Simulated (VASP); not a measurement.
Band structure of SnO (litharge). Method: r2SCAN meta-GGA, VASP's PBE PAW potentials (set 64) (plane waves; VASP).

Unless said otherwise, spin-orbit coupling is left out, though it shifts the bands of the heavy elements here.

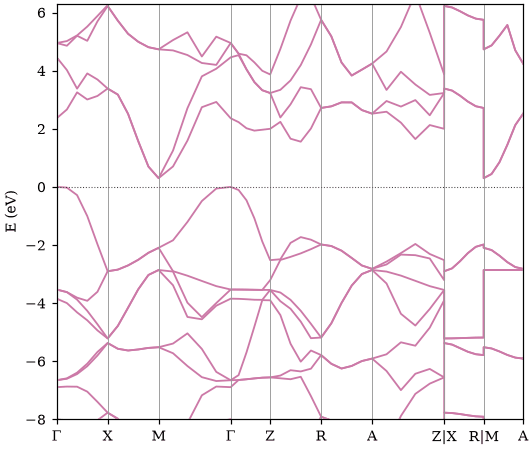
Bands along high-symmetry lines, zero at the valence-band maximum or, without a gap, the Fermi level

Problem. Read the plot: is there a gap, and where are the band edges?

Solution. The gap is indirect, 0.30 eV, from the valence maximum at Γ to the conduction minimum at M.

Measured: gap 0.70 eV (computed value off by -0.40 eV), as given by David Waroquiers et al., Physical Review B (2013), arXiv:1302.6756.

The compound is SnO in the litharge structure. It was relaxed first.
